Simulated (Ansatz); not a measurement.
# C2HNSe (SMILES N#CC=[Se]): what the fields show

```xyz
5

C    -0.0817    2.0583   -1.0787
C    -0.9831    1.4037   -1.9585
N     0.6641    2.5922   -0.3650
Se   -2.7023    1.2441   -1.6439
H    -0.5296    0.9923   -2.8712
```

Geometry: PBE0-D3(BJ)/def2-SVP.

The calculation used isolated molecule in a Gaussian basis; Kohn-Sham density functional theory, functional PBE0 (Ansatz).

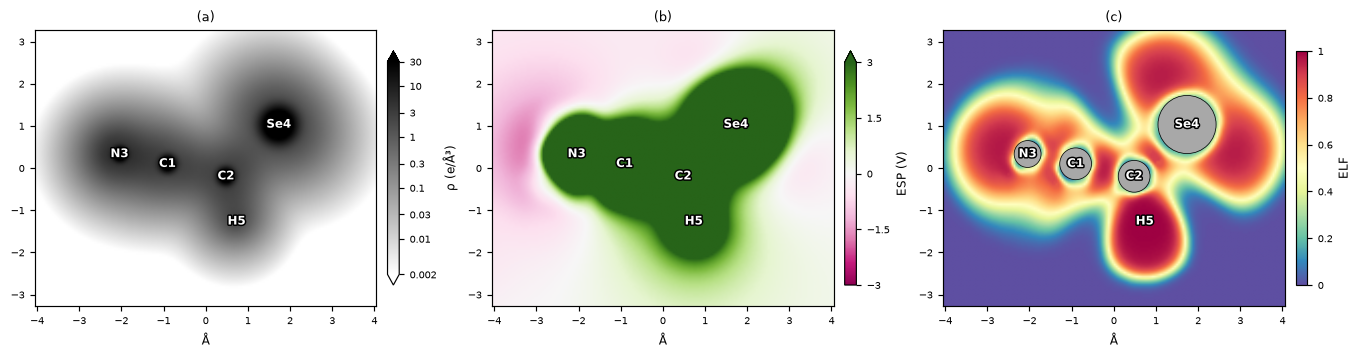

Figure 1. (a) electron density; (b) molecular electrostatic potential; (c) ELF on the molecular plane. Grey discs cover the atomic cores in the ELF map.

Q: What do the fields say about this system?

A: The section cuts through C, N, Se and H sites.
C–N (1.16 Å): the density is about 3.6 e/Å³ at the midpoint; the ELF peaks at about 0.85 between the atoms: a short, multiple covalent bond.
C–C (1.42 Å): ρ at the midpoint is about 2 e/Å³; the ELF peaks at about 0.95 between the atoms: a covalent bond.
C–Se (1.76 Å): ρ is about 1.3 e/Å³ halfway; the ELF peaks at about 0.90 between the atoms: localised, covalent bonding.
C–H (1.10 Å): the density is about 2.1 e/Å³ at the midpoint; the ELF climbs to about 1 towards the hydrogen, as it does in any bond to H; a covalent bond by its length.
The ELF also peaks beside Se4 and N3, away from the bonds: lone-pair regions.
Outside the dense part of the molecule the potential is most negative (−1.7 V) near N3.

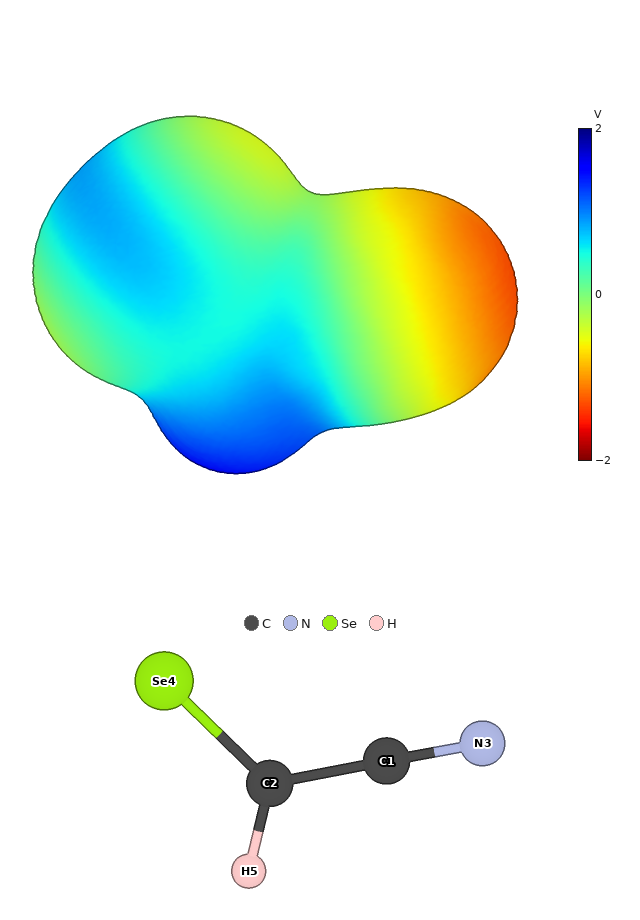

Figure 2. The molecular electrostatic potential painted on the density surface at 0.001 e/bohr³, seen at a tilt; red is negative and blue positive. The bare structure is drawn below in the same view.

Q: Where is the surface potential most negative and most positive?

A: The most negative region (about −1.3 V, or −30 kcal/mol for a unit charge) lies over N3, the most positive (about +1.5 V, or +35 kcal/mol for a unit charge) over H5. N3 is the likeliest acceptor of a hydrogen bond.

Q: What dipole moment does the calculation give?

A: Its dipole moment is 2.75 D.

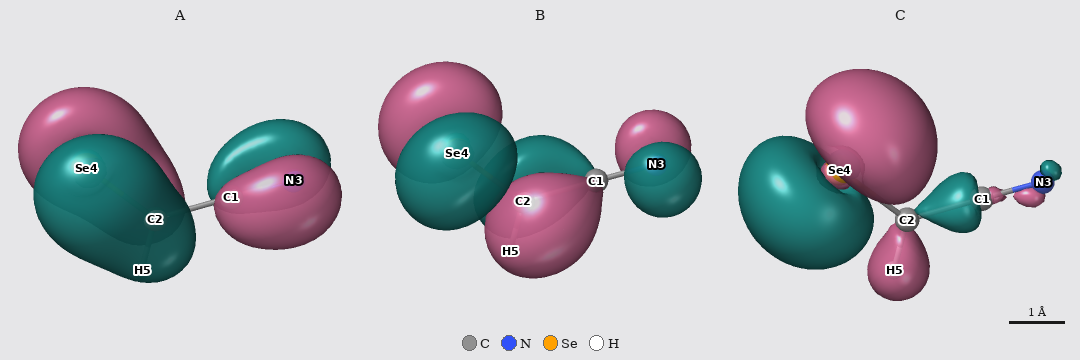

Figure 3. Three frontier orbitals at ±0.1 Å⁻³ᐟ² (teal and pink are the two phases), in no order.

Q: Order the three orbitals by energy and name them.

A: A is the HOMO−1 (−8.94 eV). By Hirshfeld shares it lies mainly on Se4 (about 45 %), N3 (about 20 %), C2 (about 20 %) and C1 (about 10 %); it changes sign across the molecular plane (π type); π-bonding across C1–N3 and C2–Se4; π-antibonding (a node) across C1–C2. C is the HOMO (−7.35 eV). Its weight (Hirshfeld) is mainly on Se4 (about 90 %) and C2 (about 5 %); it is symmetric in the molecular plane (an in-plane orbital: σ, lone-pair or in-plane π type); largely a lone pair of Se4. B is the LUMO (−4.11 eV). By Hirshfeld shares it lies mainly on Se4 (about 50 %), C2 (about 30 %), N3 (about 15 %) and C1 (about 10 %); it changes sign across the molecular plane (π type); π-antibonding (a node) across C1–N3 and C2–Se4.

Q: What is the HOMO–LUMO gap?

A: 3.24 eV between the orbital energies.
